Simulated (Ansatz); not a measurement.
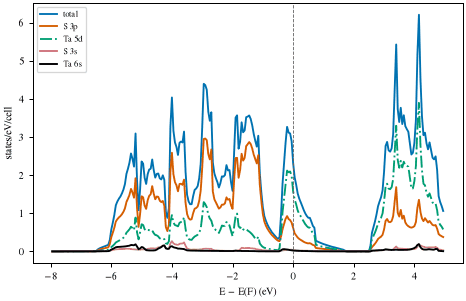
Total and projected density of states of TaS$_{2}$ in space group R3m (No. 160; Ta on 3a, S on 3a, S on 3a), plane-wave PAW LDA (Ansatz code)

Task: Which orbitals carry the states next to the Fermi level?

Result: Within 0.5 eV of the Fermi level: Ta 5d 66 %, S 3p 28 %. Projections are on Löwdin-orthogonalised atomic valence shells; empty p or d shells of many metals are not among them.

Task: Where is the tallest occupied peak in this window, and what makes it?

Result: Near -2.9 eV, about 4.4 states/eV per cell; the largest projected share is S 3p.

The first step of the workflow began from a Materials Project structure, measured or hypothetical; the Crystallography Open Database copy checked does not list it. It is not the phase usual at ambient conditions (space group No. 164). The cell was relaxed with LDA under the symmetry of its start; whether a distortion lowers the energy is not shown. No spin polarisation was allowed. A crystal of weakly bound layers computed without a dispersion correction: the cell and the soft elastic constants depend strongly on that. With an odd number of electrons in the cell and no spin polarisation, the count alone makes it a metal. Scalar-relativistic: spin–orbit coupling is off unless named, which matters more the heavier the elements.

Potentials: the later of the program's two PAW sets.
